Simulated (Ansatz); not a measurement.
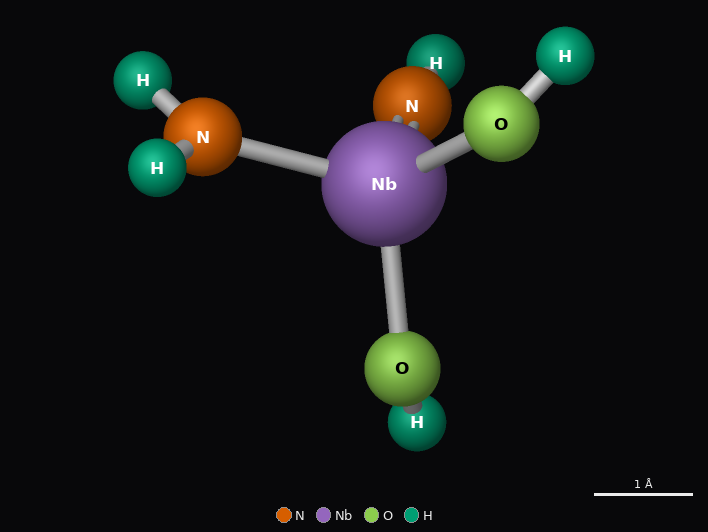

The species is neutral and a spin singlet.

Give the formula.

H₅N₂NbO₂, 10 atoms: 5 hydrogen, 2 nitrogen, 1 niobium and 2 oxygen.

How many atoms are distinct by symmetry?

8: 1 N, 1 Nb, 1 N, 2 O, 1 H, 1 H, 1 H, 2 H.

Give a SMILES string for it.

[NH]=[Nb]([NH2])([OH])[OH]

Which point group does it belong to?

Cs.

The parts below concern this one geometry. Atoms keep their numbers from picture to picture. Computed geometry: PBE0-D4/def2-TZVP optimisation.

## Geometry

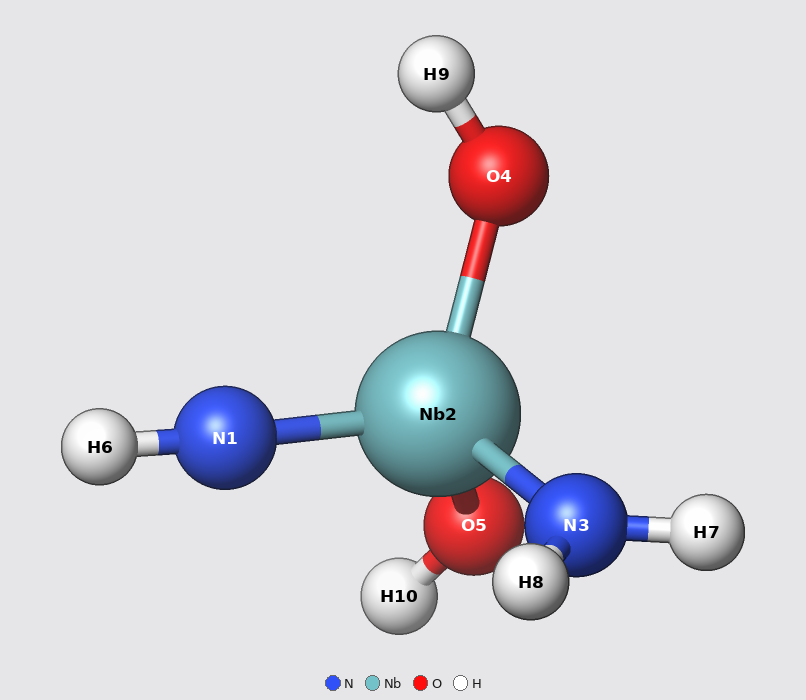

List the bonds and their lengths.

| bond | length (Å) |
| --- | --- |
| N1–Nb2 | 1.748 |
| N1–H6 | 1.008 |
| Nb2–N3 | 1.976 |
| Nb2–O4 | 1.912 |
| Nb2–O5 | 1.912 |
| N3–H7 | 1.011 |
| N3–H8 | 1.007 |
| O4–H9 | 0.956 |
| O5–H10 | 0.956 |

## Dipole moment

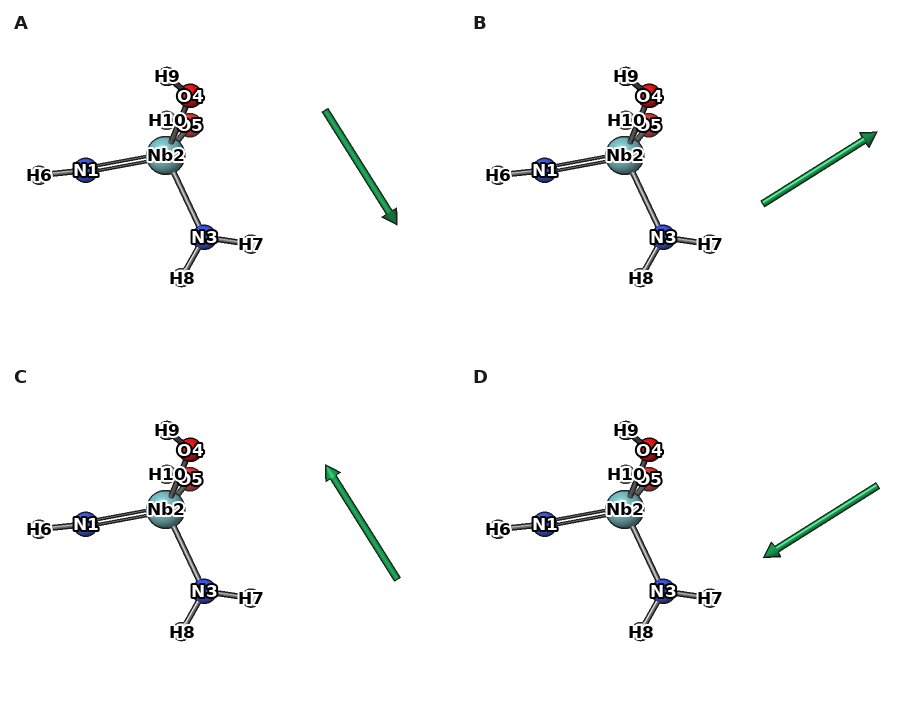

The same molecule four times, each with an arrow. Method: RKS B3LYP-D4/def2-TZVPP, core potentials on Nb (Ansatz 0.2.0).

Which arrow points along the dipole moment, from the negative to the positive end?

D. The dipole moment is 1.25 D; it points from the side of O4, O5 to the side of H6 (the outermost atoms at the two ends).

## Vibrations

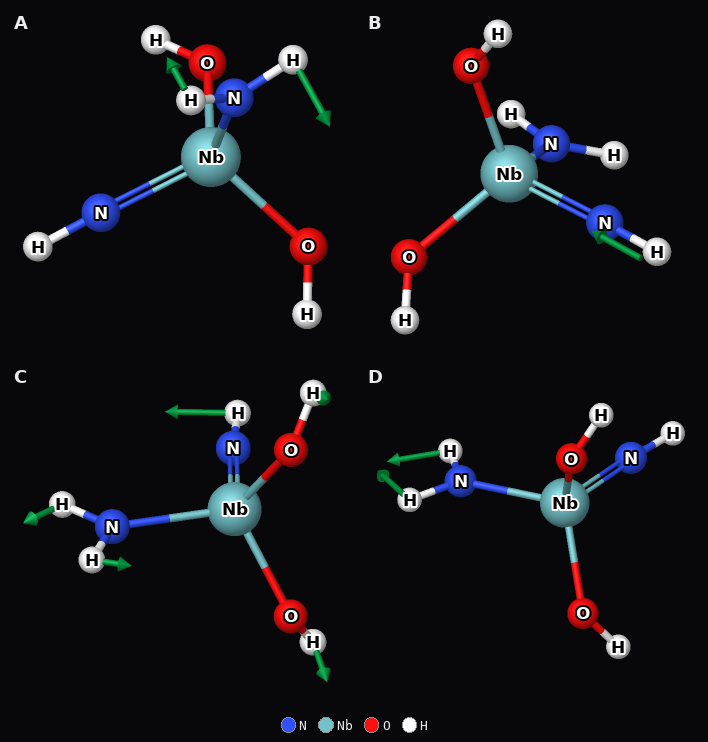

4 normal modes of one molecule or complex, as arrows. Harmonic vibrations computed with RKS PBE0-D4/def2-TZVP, core potentials on Nb (Ansatz 0.2.0) at a stationary point of the same level.

Match the panels to the wavenumbers 360 cm⁻¹, 574 cm⁻¹, 1543 cm⁻¹, 3656 cm⁻¹.

A: 360 cm⁻¹
B: 3656 cm⁻¹, N–H stretching
C: 574 cm⁻¹, angle bending
D: 1543 cm⁻¹, angle bending

## Charges

The questions are on Mulliken charges. Level of theory: RKS r2SCAN-D4/def2-TZVPP, core potentials on Nb (Ansatz 0.2.0).

List the Mulliken charges.

```json
{"atom": "N1", "value (e)": "−0.68"}
{"atom": "Nb2", "value (e)": "1.50"}
{"atom": "N3", "value (e)": "−0.63"}
{"atom": "O4", "value (e)": "−0.56"}
{"atom": "O5", "value (e)": "−0.56"}
{"atom": "H6", "value (e)": "0.16"}
{"atom": "H7", "value (e)": "0.16"}
{"atom": "H8", "value (e)": "0.18"}
{"atom": "H9", "value (e)": "0.21"}
{"atom": "H10", "value (e)": "0.21"}
```

Mulliken values depend strongly on the basis set and can even reverse the polarity of a bond.
